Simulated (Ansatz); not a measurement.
**Cl₃F₂HSi₂: small, medium and large basis sets**

Aim: see how fast density functionals and correlated methods converge with the basis set for Cl₃F₂HSi₂.

Computed with Ansatz 0.2.0, Gaussian basis. Level: one geometry, several basis sets.

The runs, in order: PBE0-D4/def2-SVP; ωB97M-V/def2-SVP; PBE0-D4/def2-QZVPP; ωB97M-V/def2-QZVPP; CCSD(T)/cc-pV(D+d)Z; CCSD(T)/cc-pV(T+d)Z; MP2/cc-pV(Q+d)Z; the functionals' def2-TZVPP values are taken from earlier runs.

## 1. Structure used throughout

An earlier PBE0-D4 in a triple-zeta def2 set relaxation fixed the geometry.

SMILES `F[SiH](F)[Si](Cl)(Cl)Cl`, 8 atoms, charge 0, spin multiplicity 1.

Atoms are counted from 1 here; the program's logs count them from 0.

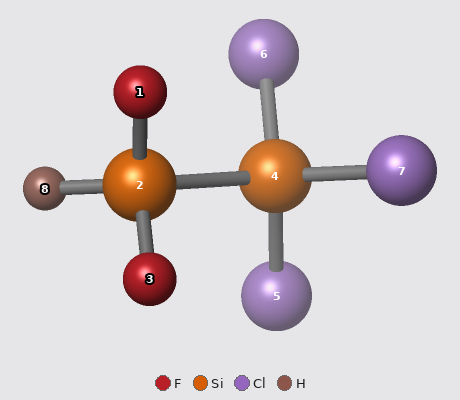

The structure; fluorine red, silicon orange, chlorine purple, hydrogen brown; atoms are numbered from 1 in the order of the file.

## 2. PBE0-D4 in def2-SVP

in.yaml reads:

```yaml
crystal:
  periodic: [false, false, false]
  atoms:
    - {symbol: F, position_ang: [1.043506, -0.878419, 1.840600]}
    - {symbol: Si, position_ang: [0.229325, -1.104770, 0.497907]}
    - {symbol: F, position_ang: [1.146218, -1.933377, -0.496908]}
    - {symbol: Si, position_ang: [-0.222162, 0.983322, -0.464244]}
    - {symbol: Cl, position_ang: [-1.238743, 0.706373, -2.209001]}
    - {symbol: Cl, position_ang: [-1.384221, 2.066703, 0.812609]}
    - {symbol: Cl, position_ang: [1.495948, 2.003929, -0.840974]}
    - {symbol: H, position_ang: [-0.977670, -1.900861, 0.804210]}
basis:
  gaussian: {orbitals: def2-SVP}
hamiltonian: {xc: pbe0, dispersion: d4}
output: {orbitals: {seedname: orbitals}}
```

Command:

```sh
$ ansatz run in.yaml --threads 2 --pin off --events-out ev --progress --plain --max-ram 32768MiB --backend cpu
```

The program printed:

```text
Functional definition: PBE0
  name "PBE0"
  cite "Adamo & Barone, J. Chem. Phys. 110, 6158 (1999) doi:10.1063/1.478522"
  cite "Perdew, Burke & Ernzerhof, Phys. Rev. Lett. 77, 3865 (1996) doi:10.1103/PhysRevLett.77.3865"
  parent pbe
  parameter a = 0.25
  parameter kappa = 0.804
  parameter beta = 0.06672455060314922
  exchange = (1 - a)*pbe_x(kappa = kappa, mu = beta*pi^2/3) + a*exact_x
  correlation = pbe_c(beta = beta)
1111 factors; integrals over basis functions are off by at most 1.0e-3 eV
mean field evaluation 1: about -58732.8163 eV, gradient 4.0e1 eV
mean field evaluation 2: about -58729.6239 eV, gradient 6.0e1 eV
mean field evaluation 4: about -58735.3610 eV, gradient 5.5e-1 eV
mean field evaluation 8: about -58735.4126 eV, gradient 8.8e-2 eV
mean field evaluation 16: about -58735.4127 eV, gradient 3.1e-5 eV
mean field -58735.41265218 eV, -2158.4866026752 hartree, gradient 3.1e-5 eV, S^2 0.000000; 0 other end points of the search recorded, 0 dependent functions left out
reference -58735.41267622 eV, -2158.4866035585 hartree; 49, 49 occupied and 74, 74 virtual orbitals, 1111 factors
Total energy: -58735.72393545 eV, -2158.4980421243 hartree
```

It took 2.5 s on 2 threads of AMD EPYC 7R13, shared host; peak memory 0.53 GiB.

## 3. ωB97M-V in def2-SVP

in.yaml: that of step 2 with these lines changed.

```diff
@@ -13,3 +13,3 @@
   gaussian: {orbitals: def2-SVP}
-hamiltonian: {xc: pbe0, dispersion: d4}
+hamiltonian: {xc: {name: wB97M-V}}
 output: {orbitals: {seedname: orbitals}}
```

The command is unchanged.

The program printed, cut to the lines that bear on the results:

```text
Functional definition: wB97M-V
  name "wB97M-V"
  cite "Mardirossian & Head-Gordon, J. Chem. Phys. 144, 214110 (2016) doi:10.1063/1.4952647"
  cite "Becke, J. Chem. Phys. 107, 8554 (1997) doi:10.1063/1.475007"
  cite "Vydrov & Van Voorhis, J. Chem. Phys. 133, 244103 (2010) doi:10.1063/1.3521275"
  # Of w^i u^j: cxij and so on, Table III.
[...]
  gx(w, u) = 1 - cx + cx01*u + cx10*w
  gss(w, u) = css00 + css04*u^4 + css10*w + css20*w^2 + css43*w^4*u^3
  gos(w, u) = cos00 + cos10*w + (cos20 + cos21*u)*w^2 + (cos60 + cos61*u)*w^6
[...]
      + integral(e_c_pw_mod_opposite_spin*gos(b97_w_opposite, b97_u_opposite)) + vv10(b, c)
1111 factors; integrals over basis functions are off by at most 1.0e-3 eV
302 factors; integrals over basis functions are off by at most 3.9e-6 eV
[...]
mean field -58755.69396578 eV, -2159.2319272026 hartree, gradient 5.7e-5 eV, S^2 0.000000; 0 other end points of the search recorded, 0 dependent functions left out
reference -58755.69400160 eV, -2159.2319285189 hartree; 49, 49 occupied and 74, 74 virtual orbitals, 1111 factors
Total energy: -58755.69400160 eV, -2159.2319285189 hartree
```

Run time: 9 s. Hardware: 2 threads of AMD EPYC 7R13, shared host; peak memory 0.53 GiB.

## 4. PBE0-D4 in def2-QZVPP

in.yaml: that of step 3 with these lines changed.

```diff
@@ -12,4 +12,4 @@
 basis:
-  gaussian: {orbitals: def2-SVP}
-hamiltonian: {xc: {name: wB97M-V}}
+  gaussian: {orbitals: "def2-QZVPP.json"}
+hamiltonian: {xc: pbe0, dispersion: d4}
 output: {orbitals: {seedname: orbitals}}
```

Command:

```sh
$ ansatz run in.yaml --threads 2 --pin off --events-out ev --progress --plain --max-ram 32768MiB --backend cuda --devices 0, --max-vram 18GiB
```

The program printed:

```text
Functional definition: PBE0
  name "PBE0"
  cite "Adamo & Barone, J. Chem. Phys. 110, 6158 (1999) doi:10.1063/1.478522"
  cite "Perdew, Burke & Ernzerhof, Phys. Rev. Lett. 77, 3865 (1996) doi:10.1103/PhysRevLett.77.3865"
  parent pbe
  parameter a = 0.25
  parameter kappa = 0.804
  parameter beta = 0.06672455060314922
  exchange = (1 - a)*pbe_x(kappa = kappa, mu = beta*pi^2/3) + a*exact_x
  correlation = pbe_c(beta = beta)
2284 factors; their error is unknown
mean field evaluation 1: about -58760.4484 eV, gradient 4.5e1 eV
mean field evaluation 2: about -58757.2344 eV, gradient 6.7e1 eV
mean field evaluation 4: about -58763.1854 eV, gradient 1.3e0 eV
mean field evaluation 8: about -58763.1905 eV, gradient 2.4e-2 eV
mean field evaluation 16: about -58763.2471 eV, gradient 6.5e-5 eV
mean field -58763.24708438 eV, -2159.5094991916 hartree, gradient 6.5e-5 eV, S^2 0.000000; 0 other end points of the search recorded, 0 dependent functions left out
reference -58763.24712127 eV, -2159.5095005471 hartree; 49, 49 occupied and 445, 445 virtual orbitals, 2284 factors
Total energy: -58763.55838050 eV, -2159.5209391130 hartree
```

Run time: 9 s. Hardware: 1 × H100 (card shared with other runs) with 2 threads of AMD EPYC 7R13, shared host; peak host memory 1.1 GiB.

## 5. ωB97M-V in def2-QZVPP

in.yaml: that of step 4 with these lines changed.

```diff
@@ -13,3 +13,3 @@
   gaussian: {orbitals: "def2-QZVPP.json"}
-hamiltonian: {xc: pbe0, dispersion: d4}
+hamiltonian: {xc: {name: wB97M-V}}
 output: {orbitals: {seedname: orbitals}}
```

The command is unchanged.

The program printed, cut to the lines that bear on the results:

```text
Functional definition: wB97M-V
  name "wB97M-V"
  cite "Mardirossian & Head-Gordon, J. Chem. Phys. 144, 214110 (2016) doi:10.1063/1.4952647"
  cite "Becke, J. Chem. Phys. 107, 8554 (1997) doi:10.1063/1.475007"
  cite "Vydrov & Van Voorhis, J. Chem. Phys. 133, 244103 (2010) doi:10.1063/1.3521275"
  # Of w^i u^j: cxij and so on, Table III.
[...]
  gx(w, u) = 1 - cx + cx01*u + cx10*w
  gss(w, u) = css00 + css04*u^4 + css10*w + css20*w^2 + css43*w^4*u^3
  gos(w, u) = cos00 + cos10*w + (cos20 + cos21*u)*w^2 + (cos60 + cos61*u)*w^6
[...]
      + integral(e_c_pw_mod_opposite_spin*gos(b97_w_opposite, b97_u_opposite)) + vv10(b, c)
2196 factors; their error is unknown
331 factors; integrals over basis functions are off by at most 3.6e-5 eV
[...]
mean field -58783.35069879 eV, -2160.2482933945 hartree, gradient 2.2e-5 eV, S^2 0.000000; 0 other end points of the search recorded, 0 dependent functions left out
reference -58783.35075790 eV, -2160.2482955667 hartree; 49, 49 occupied and 445, 445 virtual orbitals, 2196 factors
Total energy: -58783.35075790 eV, -2160.2482955667 hartree
```

It took 11 s on 1 × H100 (card shared with other runs) with 2 threads of AMD EPYC 7R13, shared host; peak host memory 1.1 GiB.

## 6. Functionals by basis

The def2-TZVPP values come from earlier runs at the same geometry.

```
functional       basis  functions  energy (eV)  from the largest (eV)  HOMO (eV)  LUMO (eV)
   PBE0-D4    def2-SVP        123  -58735.7239                 27.834      -8.68      -0.78
   PBE0-D4  def2-TZVPP        286  -58761.6137                  1.945      -8.77      -1.09
   PBE0-D4  def2-QZVPP        494  -58763.5584                  0.000      -8.80      -1.18
   ωB97M-V    def2-SVP        123  -58755.6940                 27.657     -10.65       1.19
   ωB97M-V  def2-TZVPP        286  -58781.5176                  1.833     -10.79       0.79
   ωB97M-V  def2-QZVPP        494  -58783.3508                  0.000     -10.83       0.61
```

## 7. CCSD(T) in cc-pV(D+d)Z

in.yaml: that of step 5 with these lines changed.

```diff
@@ -12,4 +12,3 @@
 basis:
-  gaussian: {orbitals: "def2-QZVPP.json"}
-hamiltonian: {xc: {name: wB97M-V}}
-output: {orbitals: {seedname: orbitals}}
+  gaussian: {orbitals: "cc-pV(D+d)Z.json"}
+correlation: {method: ccsd_t}
```

The command is unchanged.

The program printed, cut to the lines that bear on the results:

```text
Functional definition: HF
  name "HF"
  cite "Fock, Z. Phys. 61, 126 (1930) doi:10.1007/BF01340294"
  parent pbe
[...]
1529 factors; integrals over basis functions are off by at most 8.9e-4 eV
[...]
mean field -58671.52861564 eV, -2156.1389076345 hartree, gradient 1.5e-6 eV, S^2 0.000000; 0 other end points of the search recorded, 0 dependent functions left out
27 core orbitals not correlated: weight in the atoms' cores, before any rotation towards them, 1.000 or more for the frozen orbitals, at most 0.000 for the correlated occupied ones
reference -58671.52861564 eV, -2156.1389076345 hartree; 22, 22 occupied and 99, 99 virtual orbitals, 1529 factors
second order -26.11447753 eV of doubles, -0.00000000 eV of singles
cycle   1  -26.89002058 eV  change   -7.8e-1 eV  update   1.1e-1
[...]
cycle   8  -27.55624337 eV  change    4.4e-5 eV  update   4.6e-5
perturbative correction -0.62049234 eV, -0.0228026727 hartree
Total energy: -58699.70535135 eV, -2157.1743835727 hartree
```

Wall time 8 s (1 × H100 (card shared with other runs) with 2 threads of AMD EPYC 7R13, shared host); peak host memory 0.76 GiB.

## 8. CCSD(T) in cc-pV(T+d)Z

in.yaml: that of step 7 with these lines changed.

```diff
@@ -12,3 +12,4 @@
 basis:
-  gaussian: {orbitals: "cc-pV(D+d)Z.json"}
+  gaussian: {orbitals: "cc-pV(T+d)Z.json"}
 correlation: {method: ccsd_t}
+output: {orbitals: {seedname: orbitals}}
```

Same command.

The program printed, cut to the lines that bear on the results:

```text
Functional definition: HF
  name "HF"
  cite "Fock, Z. Phys. 61, 126 (1930) doi:10.1007/BF01340294"
  parent pbe
[...]
1654 factors; integrals over basis functions are off by at most 7.2e-4 eV
[...]
mean field -58676.00946041 eV, -2156.3035756424 hartree, gradient 5.4e-6 eV, S^2 0.000000; 0 other end points of the search recorded, 0 dependent functions left out
27 core orbitals not correlated: weight in the atoms' cores, before any rotation towards them, 1.000 or more for the frozen orbitals, at most 0.000 for the correlated occupied ones
reference -58676.00946041 eV, -2156.3035756424 hartree; 22, 22 occupied and 220, 220 virtual orbitals, 1654 factors
second order -35.00958675 eV of doubles, -0.00000000 eV of singles
cycle   1  -35.66861546 eV  change   -6.6e-1 eV  update   1.2e-1
[...]
cycle   9  -36.52759508 eV  change   -3.5e-5 eV  update   2.1e-5
perturbative correction -1.40201715 eV, -0.0515231799 hartree
Total energy: -58713.93907264 eV, -2157.6974631823 hartree
```

It took 12 s on 1 × H100 (card shared with other runs) with 2 threads of AMD EPYC 7R13, shared host; peak host memory 0.82 GiB.

## 9. MP2 in cc-pV(Q+d)Z

in.yaml: that of step 8 with these lines changed.

```diff
@@ -12,4 +12,3 @@
 basis:
-  gaussian: {orbitals: "cc-pV(T+d)Z.json"}
-correlation: {method: ccsd_t}
-output: {orbitals: {seedname: orbitals}}
+  gaussian: {orbitals: "cc-pV(Q+d)Z.json"}
+correlation: {method: mp2}
```

The command is unchanged.

The program printed:

```text
Functional definition: HF
  name "HF"
  cite "Fock, Z. Phys. 61, 126 (1930) doi:10.1007/BF01340294"
  parent pbe
  exchange = exact_x
  correlation = 0
2846 factors; integrals over basis functions are off by at most 7.0e-4 eV
mean field evaluation 1: about -58673.1932 eV, gradient 4.0e1 eV
mean field evaluation 2: about -58673.4766 eV, gradient 4.1e1 eV
mean field evaluation 4: about -58676.9694 eV, gradient 3.0e0 eV
mean field evaluation 8: about -58677.0297 eV, gradient 1.9e-1 eV
mean field evaluation 16: about -58677.0299 eV, gradient 2.5e-6 eV
mean field -58677.02994808 eV, -2156.3410778724 hartree, gradient 2.5e-6 eV, S^2 0.000000; 0 other end points of the search recorded, 0 dependent functions left out
27 core orbitals not correlated: weight in the atoms' cores, before any rotation towards them, 1.000 or more for the frozen orbitals, at most 0.000 for the correlated occupied ones
reference -58677.02994808 eV, -2156.3410778724 hartree; 22, 22 occupied and 411, 411 virtual orbitals, 2846 factors
second order -38.44387521 eV of doubles, -0.00000000 eV of singles
Total energy: -58715.47382329 eV, -2157.7538642281 hartree
```

Wall time 10 s (1 × H100 (card shared with other runs) with 2 threads of AMD EPYC 7R13, shared host); peak host memory 0.94 GiB.

Energy pieces by basis (eV):

```
      basis           HF  MP2 correlation  CCSD correlation      (T)              total
cc-pV(D+d)Z  -58671.5286         -26.1145          -27.5562  -0.6205        -58699.7054
cc-pV(T+d)Z  -58676.0095         -35.0096          -36.5276  -1.4020        -58713.9391
cc-pV(Q+d)Z  -58677.0299         -38.4439                             -58715.4738 (MP2)
```

## 10. From triple and quadruple zeta to the limit

No new run: Hartree-Fock is extrapolated as exp(−5.46√X) and correlation as X^−3.05, with X = 3 and 4; only MP2 was run in the larger set, so CCSD(T) minus MP2 is added from the smaller one.

```
  level  energy at the limit (eV)
     HF               -58677.3374
    MP2               -58718.2261
   CCSD               -58719.7441
CCSD(T)               -58721.1462
```

```
      basis  HF above its limit (eV)  share of the MP2 correlation limit (%)
cc-pV(D+d)Z                    5.809                                    63.9
cc-pV(T+d)Z                    1.328                                    85.6
cc-pV(Q+d)Z                    0.307                                    94.0
```

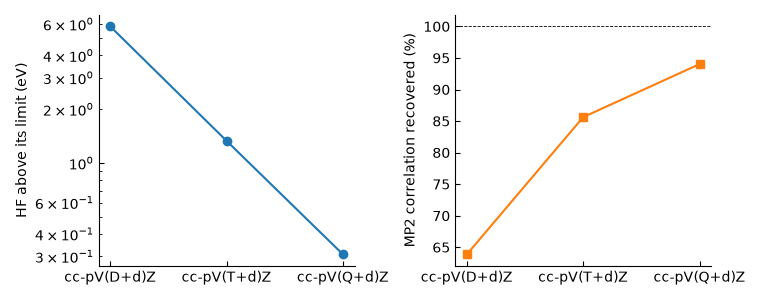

Hartree-Fock converges fast with the basis, correlation slowly.

## 11. Summary of results

```
                                                                 quantity           value
                                   MP2 correlation recovered, cc-pV(D+d)Z          63.9 %
                                   MP2 correlation recovered, cc-pV(T+d)Z          85.6 %
                                   MP2 correlation recovered, cc-pV(Q+d)Z          94.0 %
CCSD(T) limit from def2 sets (earlier runs) less the limit of this series        -240 meV
                          PBE0-D4: double and triple zeta above quadruple  27.83, 1.94 eV
                          ωB97M-V: double and triple zeta above quadruple  27.66, 1.83 eV
```

What this shows: PBE0-D4 gains 25.89 eV from double to triple zeta, then 1.94 eV more. In cc-pV(D+d)Z MP2 holds 64 % of its limit, in cc-pV(Q+d)Z 94 %, while Hartree-Fock is within 0.307 eV in the largest set. A limit from the def2 sets, made apart, differs by 240 meV, a least measure of the doubt on such a limit. These are total energies; as a rule much of such shifts cancels in differences, which this series doesn't test. The LUMO of ωB97M-V is positive and keeps falling with the basis (1.19 to 0.61 eV): an unbound level that the basis holds in place.
